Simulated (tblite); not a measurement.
**Run report: C6H11FSi, geometry relaxation (part 4 of 4)**

C6H11FSi; GFN2-xTB geometry optimisation, gas phase (tblite 0.8.0). It belongs to a series of runs on one base structure; here: Si replaced by C.

Geometry of the input (Å):
```
C  2.8329  -0.7179  0.3967
Si 1.7917  0.6452  -0.3332
C  0.0317  0.2564  -0.2927
C  -0.7586  -0.1652  -1.3057
C  -2.1613  -0.4100  -0.8299
C  -2.2055  0.3149  0.5051
C  -0.7486  0.3857  0.9756
F  -0.4891  -0.6740  1.7945
H  3.8927  -0.4617  0.3725
H  2.6897  -1.6507  -0.1525
H  2.5510  -0.9074  1.4392
H  2.2195  0.8906  -1.7217
H  2.0199  1.8982  0.4437
H  -0.4289  -0.3724  -2.3138
H  -2.3513  -1.4725  -0.7243
H  -2.8958  0.0127  -1.5200
H  -2.8485  -0.1954  1.2266
H  -2.5927  1.3252  0.3604
H  -0.5585  1.3076  1.5435
```

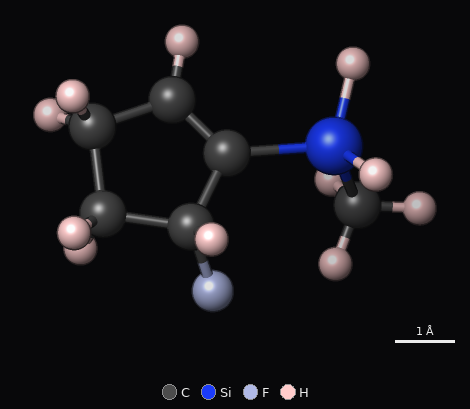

**Figure 1.** The geometry at step 109 of the log (ball-and-stick view, seen at a tilt).

Trajectory as extended XYZ, continued
```
19
Properties=species:S:1:pos:R:3:forces:R:3 step=95 energy=-677.46828
C     2.7539   -0.7705    0.5294   -0.0170  -0.0150   0.0120
Si    1.8943    0.6158   -0.4383    0.0120   0.0190   0.0080
C     0.0346    0.3289   -0.3610    0.0010  -0.0120  -0.0010
C    -0.7726   -0.1024   -1.3226   -0.0140  -0.0110  -0.0190
C    -2.2033   -0.2418   -0.9079   -0.1110   0.0030   0.0190
C    -2.1673    0.0049    0.6137   -0.1000  -0.0300   0.0900
C    -0.7570    0.5543    0.9021   -0.0210   0.0000   0.0920
F    -0.1852   -0.1083    1.9856   -0.0840   0.0990  -0.1310
H     3.8147   -0.5713    0.6487    0.0030  -0.0220  -0.0130
H     2.6435   -1.7270    0.0245    0.0370   0.0140  -0.0240
H     2.3201   -0.8814    1.5186    0.0070   0.0370   0.0320
H     2.3262    0.6161   -1.8440   -0.0620  -0.0160   0.0290
H     2.1675    1.9376    0.1459    0.0090  -0.0210   0.0210
H    -0.4702   -0.3246   -2.3312    0.0320   0.0040  -0.0220
H    -2.6017   -1.2284   -1.1763    0.0310   0.1770   0.0890
H    -2.8130    0.5143   -1.4218    0.0600  -0.1400   0.0980
H    -2.2934   -0.9362    1.1710    0.0430   0.3070  -0.1880
H    -2.9425    0.7099    0.9385    0.1690  -0.2300  -0.0710
H    -0.7585    1.6193    1.1891    0.0070  -0.1630  -0.0210
19
Properties=species:S:1:pos:R:3:forces:R:3 step=98 energy=-677.46671
C     2.7562   -0.7727    0.5380   -0.0170  -0.0130   0.0110
Si    1.8939    0.6073   -0.4376    0.0230   0.0100   0.0120
C     0.0336    0.3275   -0.3620   -0.0030  -0.0060   0.0020
C    -0.7757   -0.0963   -1.3253   -0.0200  -0.0090  -0.0210
C    -2.2070   -0.2283   -0.9110   -0.1360  -0.0120   0.0390
C    -2.1622   -0.0120    0.6158   -0.1400  -0.0380   0.1130
C    -0.7598    0.5603    0.8989   -0.0410   0.0110   0.0990
F    -0.1780   -0.0716    1.9952   -0.1060   0.0850  -0.1550
H     3.8181   -0.5712    0.6466   -0.0080  -0.0290  -0.0060
H     2.6433   -1.7329    0.0394    0.0360   0.0260  -0.0150
H     2.3305   -0.8777    1.5317    0.0100   0.0430   0.0130
H     2.3296    0.5897   -1.8419   -0.0640  -0.0090   0.0200
H     2.1663    1.9355    0.1322    0.0140  -0.0240   0.0240
H    -0.4767   -0.3169   -2.3350    0.0470   0.0030  -0.0250
H    -2.6177   -1.2057   -1.1968    0.0410   0.1940   0.0990
H    -2.8108    0.5442   -1.4099    0.0800  -0.1570   0.1220
H    -2.2611   -0.9697    1.1541    0.0370   0.3620  -0.2100
H    -2.9514    0.6694    0.9641    0.2240  -0.2680  -0.0930
H    -0.7807    1.6304    1.1676    0.0230  -0.1670  -0.0320
19
Properties=species:S:1:pos:R:3:forces:R:3 step=101 energy=-677.46691
C     2.7575   -0.7735    0.5460   -0.0060  -0.0060   0.0090
Si    1.8935    0.6011   -0.4361    0.0230   0.0010   0.0090
C     0.0328    0.3250   -0.3642   -0.0110   0.0020   0.0100
C    -0.7779   -0.0935   -1.3289   -0.0280  -0.0040  -0.0110
C    -2.2104   -0.2164   -0.9138   -0.1450  -0.0190   0.0520
C    -2.1576   -0.0244    0.6164   -0.1600  -0.0550   0.1270
C    -0.7617    0.5643    0.8951   -0.0540   0.0190   0.1050
F    -0.1734   -0.0453    2.0005   -0.1180   0.0730  -0.1730
H     3.8207   -0.5725    0.6431   -0.0070  -0.0240   0.0040
H     2.6424   -1.7365    0.0528    0.0190   0.0300   0.0050
H     2.3406   -0.8694    1.5450    0.0130   0.0330  -0.0150
H     2.3276    0.5689   -1.8402   -0.0570  -0.0010   0.0130
H     2.1662    1.9337    0.1233    0.0160  -0.0290   0.0230
H    -0.4799   -0.3146   -2.3391    0.0450   0.0040  -0.0130
H    -2.6351   -1.1844   -1.2110    0.0540   0.1910   0.0970
H    -2.8081    0.5697   -1.3996    0.0950  -0.1590   0.1320
H    -2.2327   -0.9946    1.1374    0.0260   0.3780  -0.2130
H    -2.9579    0.6342    0.9864    0.2630  -0.2730  -0.1190
H    -0.7963    1.6373    1.1509    0.0350  -0.1610  -0.0420
19
Properties=species:S:1:pos:R:3:forces:R:3 step=104 energy=-677.46738
C     2.7588   -0.7732    0.5546    0.0060   0.0000   0.0090
Si    1.8929    0.5954   -0.4343    0.0190  -0.0030  -0.0020
C     0.0319    0.3219   -0.3676   -0.0180   0.0110   0.0220
C    -0.7803   -0.0925   -1.3334   -0.0380   0.0030   0.0030
C    -2.2143   -0.2043   -0.9164   -0.1510  -0.0240   0.0600
C    -2.1528   -0.0362    0.6164   -0.1730  -0.0690   0.1380
C    -0.7635    0.5680    0.8903   -0.0630   0.0210   0.1120
F    -0.1700   -0.0224    2.0034   -0.1240   0.0680  -0.1860
H     3.8236   -0.5748    0.6390   -0.0030  -0.0140   0.0130
H     2.6402   -1.7393    0.0680   -0.0020   0.0290   0.0270
H     2.3516   -0.8571    1.5593    0.0150   0.0170  -0.0440
H     2.3228    0.5495   -1.8391   -0.0460   0.0070   0.0090
H     2.1667    1.9315    0.1168    0.0140  -0.0350   0.0180
H    -0.4816   -0.3149   -2.3435    0.0300   0.0060   0.0040
H    -2.6558   -1.1616   -1.2238    0.0720   0.1860   0.0900
H    -2.8046    0.5964   -1.3882    0.1080  -0.1590   0.1360
H    -2.2029   -1.0180    1.1189    0.0130   0.3770  -0.2080
H    -2.9637    0.5974    1.0094    0.2990  -0.2650  -0.1520
H    -0.8090    1.6434    1.1342    0.0400  -0.1560  -0.0490
19
Properties=species:S:1:pos:R:3:forces:R:3 step=107 energy=-677.47521
C     2.7612   -0.7713    0.5536    0.0140   0.0040   0.0050
Si    1.8919    0.5973   -0.4314    0.0080  -0.0070  -0.0080
C     0.0312    0.3204   -0.3686   -0.0150   0.0100   0.0180
C    -0.7804   -0.0955   -1.3344   -0.0260   0.0070   0.0110
C    -2.2146   -0.2065   -0.9156   -0.0910  -0.0150   0.0370
C    -2.1542   -0.0292    0.6134   -0.1090  -0.0440   0.0840
C    -0.7635    0.5652    0.8896   -0.0420   0.0140   0.0650
F    -0.1760   -0.0364    1.9966   -0.0740   0.0360  -0.1110
H     3.8266   -0.5754    0.6339    0.0030  -0.0020   0.0140
H     2.6408   -1.7367    0.0668   -0.0130   0.0160   0.0320
H     2.3578   -0.8528    1.5598    0.0120   0.0040  -0.0430
H     2.3140    0.5554   -1.8380   -0.0290   0.0100  -0.0010
H     2.1662    1.9301    0.1266    0.0110  -0.0280   0.0140
H    -0.4786   -0.3188   -2.3438    0.0100   0.0060   0.0120
H    -2.6555   -1.1640   -1.2126    0.0500   0.1050   0.0450
H    -2.8063    0.5875   -1.3899    0.0710  -0.0890   0.0850
H    -2.2109   -1.0030    1.1177    0.0090   0.2080  -0.1220
H    -2.9589    0.6062    1.0005    0.1790  -0.1550  -0.0990
H    -0.8005    1.6368    1.1402    0.0310  -0.0800  -0.0400
19
Properties=species:S:1:pos:R:3:forces:R:3 step=109 energy=-677.47792
C     2.7617   -0.7703    0.5395    0.0090   0.0030   0.0000
Si    1.8915    0.6083   -0.4299    0.0020  -0.0050   0.0000
C     0.0321    0.3235   -0.3647   -0.0040   0.0030   0.0010
C    -0.7766   -0.1001   -1.3292   -0.0070   0.0010   0.0010
C    -2.2086   -0.2273   -0.9108   -0.0210  -0.0040   0.0070
C    -2.1629   -0.0022    0.6095   -0.0290  -0.0050   0.0170
C    -0.7608    0.5560    0.8964   -0.0130   0.0070   0.0070
F    -0.1878   -0.0869    1.9848   -0.0230   0.0030  -0.0260
H     3.8254   -0.5725    0.6326    0.0090  -0.0020   0.0060
H     2.6466   -1.7294    0.0403   -0.0040   0.0040   0.0140
H     2.3495   -0.8676    1.5399    0.0060   0.0070  -0.0100
H     2.3106    0.5906   -1.8372   -0.0250   0.0030  -0.0080
H     2.1647    1.9322    0.1478    0.0100  -0.0150   0.0160
H    -0.4728   -0.3224   -2.3380    0.0110   0.0050   0.0040
H    -2.6228   -1.2018   -1.1793    0.0090   0.0230   0.0130
H    -2.8147    0.5345   -1.4107    0.0160  -0.0160   0.0260
H    -2.2667   -0.9481    1.1443    0.0080   0.0360  -0.0310
H    -2.9447    0.6739    0.9542    0.0220  -0.0420  -0.0150
H    -0.7733    1.6187    1.1745    0.0260  -0.0080  -0.0220
19
Properties=species:S:1:pos:R:3:forces:R:3 step=112 energy=-677.47928
C     2.7650   -0.7689    0.5498    0.0090   0.0030  -0.0040
Si    1.8906    0.6000   -0.4294    0.0000  -0.0060  -0.0060
C     0.0303    0.3194   -0.3680   -0.0030   0.0040   0.0050
C    -0.7805   -0.0987   -1.3335   -0.0050   0.0050   0.0070
C    -2.2142   -0.2118   -0.9134   -0.0050  -0.0030   0.0050
C    -2.1574   -0.0193    0.6100   -0.0080  -0.0040   0.0060
C    -0.7642    0.5610    0.8902   -0.0070   0.0030   0.0030
F    -0.1858   -0.0580    1.9884   -0.0090   0.0010  -0.0100
H     3.8306   -0.5748    0.6283    0.0080   0.0040   0.0060
H     2.6411   -1.7335    0.0639   -0.0090  -0.0020   0.0190
H     2.3641   -0.8507    1.5561    0.0020   0.0030  -0.0110
H     2.3054    0.5668   -1.8375   -0.0160   0.0100  -0.0110
H     2.1654    1.9278    0.1389    0.0080  -0.0160   0.0100
H    -0.4754   -0.3223   -2.3418   -0.0060   0.0040   0.0090
H    -2.6494   -1.1715   -1.1977    0.0110   0.0020  -0.0040
H    -2.8079    0.5718   -1.3930    0.0100  -0.0010   0.0130
H    -2.2279   -0.9808    1.1200    0.0020   0.0010  -0.0080
H    -2.9517    0.6246    0.9833    0.0040  -0.0080  -0.0140
H    -0.7879    1.6281    1.1495    0.0150   0.0020  -0.0150
19
Properties=species:S:1:pos:R:3:forces:R:3 step=115 energy=-677.47972
C     2.7689   -0.7671    0.5580    0.0010  -0.0020  -0.0030
Si    1.8897    0.5925   -0.4298    0.0000  -0.0060  -0.0080
C     0.0288    0.3157   -0.3701    0.0030   0.0020   0.0070
C    -0.7840   -0.0972   -1.3363   -0.0030   0.0040   0.0030
C    -2.2188   -0.1990   -0.9151    0.0030  -0.0020   0.0010
C    -2.1530   -0.0340    0.6104    0.0020  -0.0030  -0.0010
C    -0.7676    0.5648    0.8854    0.0000  -0.0030   0.0020
F    -0.1856   -0.0344    1.9913    0.0040   0.0020   0.0090
H     3.8361   -0.5766    0.6246    0.0010   0.0040   0.0010
H     2.6355   -1.7371    0.0858   -0.0010  -0.0070   0.0130
H     2.3773   -0.8357    1.5687   -0.0030   0.0070  -0.0020
H     2.2994    0.5478   -1.8391   -0.0080   0.0140  -0.0100
H     2.1657    1.9225    0.1327    0.0070  -0.0140   0.0030
H    -0.4782   -0.3215   -2.3441   -0.0150   0.0010   0.0040
H    -2.6708   -1.1461   -1.2136    0.0110  -0.0050  -0.0130
H    -2.8010    0.6034   -1.3768    0.0020   0.0040   0.0030
H    -2.1963   -1.0079    1.0992   -0.0020  -0.0060   0.0030
H    -2.9569    0.5835    1.0056   -0.0010   0.0070  -0.0100
H    -0.7990    1.6357    1.1272   -0.0040   0.0030  -0.0010
19
Properties=species:S:1:pos:R:3:forces:R:3 step=118 energy=-677.47996
C     2.7691   -0.7672    0.5565   -0.0050  -0.0050   0.0030
Si    1.8901    0.5917   -0.4324    0.0040  -0.0020   0.0000
C     0.0294    0.3156   -0.3683   -0.0030  -0.0080  -0.0100
C    -0.7837   -0.0964   -1.3345    0.0080   0.0010   0.0030
C    -2.2178   -0.2001   -0.9142    0.0020   0.0020  -0.0030
C    -2.1534   -0.0347    0.6111    0.0010   0.0000  -0.0010
C    -0.7676    0.5641    0.8867    0.0030  -0.0010  -0.0010
F    -0.1862   -0.0344    1.9931    0.0040   0.0040   0.0100
H     3.8362   -0.5763    0.6260   -0.0050  -0.0030  -0.0060
H     2.6346   -1.7386    0.0879    0.0100  -0.0070  -0.0020
H     2.3751   -0.8349    1.5662   -0.0030   0.0160   0.0090
H     2.2982    0.5520   -1.8425   -0.0100   0.0080  -0.0030
H     2.1668    1.9201    0.1329    0.0090  -0.0070   0.0030
H    -0.4802   -0.3204   -2.3425    0.0010   0.0000  -0.0120
H    -2.6669   -1.1476   -1.2161    0.0010   0.0010  -0.0020
H    -2.7993    0.6031   -1.3754   -0.0070  -0.0020  -0.0020
H    -2.1987   -1.0082    1.1010   -0.0020   0.0080   0.0010
H    -2.9571    0.5858    1.0020    0.0000  -0.0020   0.0030
H    -0.7983    1.6356    1.1264   -0.0090  -0.0020   0.0090
19
Properties=species:S:1:pos:R:3:forces:R:3 step=121 energy=-677.48015
C     2.7678   -0.7676    0.5570    0.0020  -0.0010  -0.0010
Si    1.8908    0.5908   -0.4340   -0.0040  -0.0030  -0.0010
C     0.0302    0.3149   -0.3684   -0.0050  -0.0020  -0.0020
C    -0.7828   -0.0971   -1.3347    0.0000   0.0030  -0.0010
C    -2.2170   -0.1997   -0.9145    0.0010   0.0020  -0.0020
C    -2.1528   -0.0351    0.6109    0.0050  -0.0040  -0.0020
C    -0.7669    0.5637    0.8869    0.0000   0.0010   0.0000
F    -0.1853   -0.0342    1.9940   -0.0020   0.0030  -0.0020
H     3.8349   -0.5765    0.6260   -0.0020  -0.0030  -0.0020
H     2.6345   -1.7407    0.0913    0.0010   0.0000   0.0080
H     2.3728   -0.8288    1.5671    0.0040   0.0010  -0.0040
H     2.2910    0.5569   -1.8465    0.0000   0.0010   0.0010
H     2.1721    1.9164    0.1348    0.0050   0.0020   0.0020
H    -0.4807   -0.3226   -2.3431    0.0060   0.0060  -0.0020
H    -2.6664   -1.1464   -1.2184   -0.0030  -0.0020   0.0040
H    -2.7983    0.6046   -1.3741   -0.0030  -0.0030  -0.0060
H    -2.1974   -1.0085    1.1006   -0.0050  -0.0010   0.0030
H    -2.9574    0.5843    1.0018    0.0060   0.0000   0.0050
H    -0.7987    1.6349    1.1275   -0.0050  -0.0010   0.0010
```

Results in brief

- outcome: converged
- total energy: −677.4802 eV
- hardware: 1 CPU thread, shared host
- wall time: 1.6 s
- peak memory: 0.18 GiB
